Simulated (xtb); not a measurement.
**Geometry relaxation, with input and output: C3H12Ge2 (part 5 of 5)**

C3H12Ge2; GFN2-xTB (xtb 6.7.1). 

Geometry of the input (Å):
```
C  2.5253  0.5597  -0.5903
C  1.0783  0.5941  -0.2874
C  0.3025  -0.6467  -0.9121
Ge -1.6061  -0.5757  -0.5459
Ge -2.1553  -0.1294  1.6775
H  2.9568  -0.2583  -0.1338
H  3.0737  1.4810  -0.1281
H  2.7228  0.5498  -1.5931
H  0.8655  0.6392  0.7668
H  0.6267  1.4582  -0.6591
H  0.6758  -1.5669  -0.3827
H  0.5592  -0.6604  -1.9255
H  -2.1804  0.4715  -1.3804
H  -2.2579  -1.9046  -1.0147
H  -1.9869  1.2820  2.2377
H  -3.5949  -0.4179  2.1386
H  -1.3629  -0.9801  2.7107
```

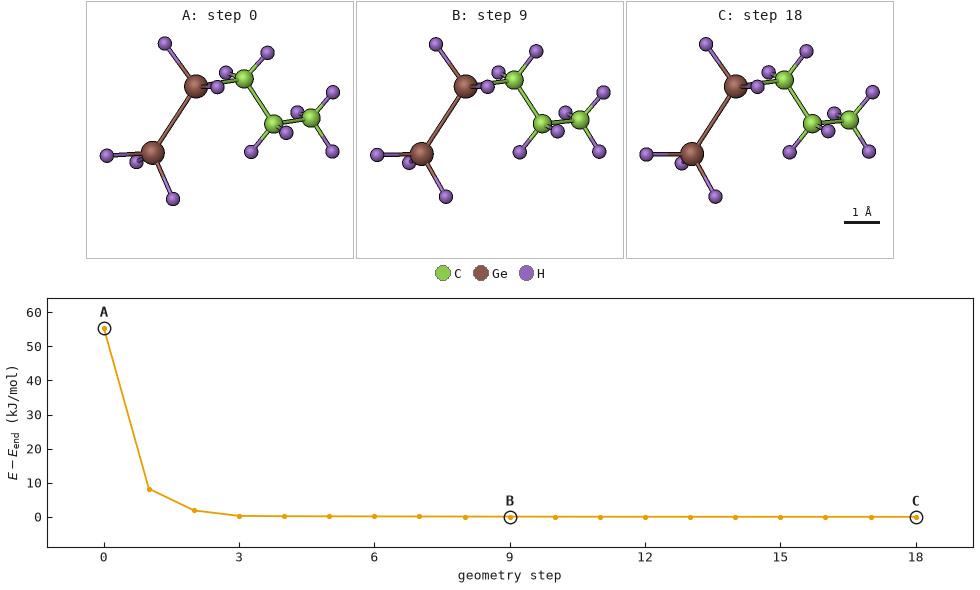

**Figure 1.** Frames of the relaxation (ball-and-stick view, seen at a tilt) above the curves, on which the letters mark them (steps are counted from 0).

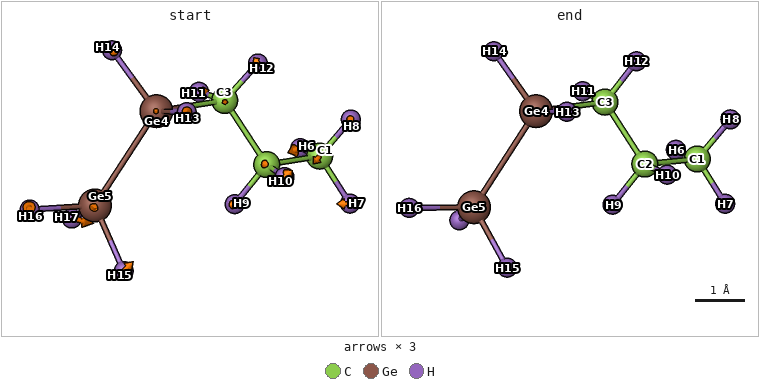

**Figure 2.** Before (left) and after (right) the relaxation, at one scale (ball-and-stick view, seen at a tilt). The orange arrows give the displacements, magnified 3 times. The atom that moves furthest after the best rigid fit is H17 (0.17 Å). By element the largest moves are H 0.17 Å, C 0.08 Å, Ge 0.07 Å. Distances before and after: C1–H7 1.168 → 1.088 Å, C2–C3 1.591 → 1.524 Å, C1–H8 1.022 → 1.088 Å, C1–H6 1.031 → 1.088 Å. Among the angles that change: Ge4–Ge5–H15 120.0° → 113.6°, H15–Ge5–H16 99.6° → 104.8°, Ge4–C3–H12 115.1° → 110.0°. After 18 geometry steps the energy has fallen by 55.4 kJ/mol. (Atoms are counted from 1 in the order of the input.)

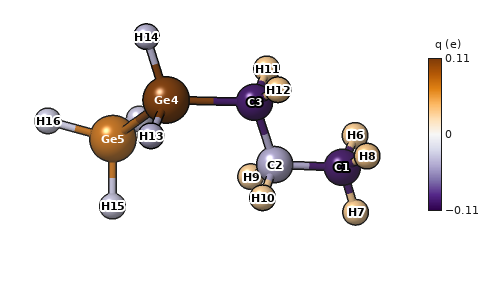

**Figure 3.** Mulliken charges, as the colour of each atom (ball-and-stick view, seen at a tilt; atoms are numbered from 1 in the order of the input). By element: C −0.10 to −0.05, Ge +0.08 to +0.11 and H −0.04 to +0.03 e.

Key numbers:

| quantity | value |
| --- | --- |
| outcome | converged |
| electrons treated | 32 |
| total energy | −16.386775 hartree |
| dispersion energy | −0.010734 hartree |
| basis functions | 44 |
| HOMO | −10.80 eV |
| LUMO | −4.56 eV |
| dipole moment | 1.29 D |
| hardware | 1 thread of Intel Xeon @ 2.50GHz (Skylake/Cascade Lake), 189 GiB of memory available, shared host |
| wall time | 0.77 s |
| peak memory | 0.072 GiB |

Remarks:

Settings chosen away from the usual ones: method = gfn2-xtb; task = optimise; opt_level = tight; x = {}; partner = base.
